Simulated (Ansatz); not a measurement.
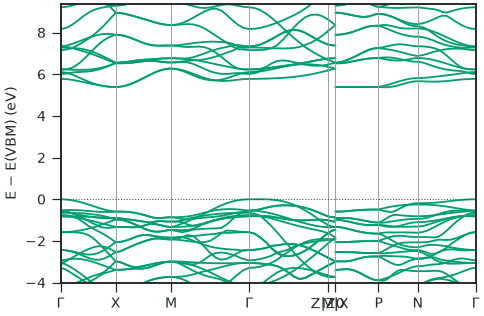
Band structure from PBEsol in the plane-wave PAW code Ansatz

The gap is 5.37 eV; an edge lies off the plotted path or next to a special point (maximum on the Γ–Z line, 14 % of the way from Γ, minimum off the standard path).

The material is HfSiO4 in space group I4_1/amd (No. 141; Hf on 4a, Si on 4b, O on 16h).

The cell was relaxed with PBEsol under the symmetry of its start. The run is not spin-polarised. Scalar-relativistic: spin–orbit coupling is off unless named, which matters more the heavier the elements.

Potentials: the earlier of the program's two PAW sets. The files were generated under PBE; for other functionals the program regenerates the frozen cores, and for LDA and PBEsol the local potential too.
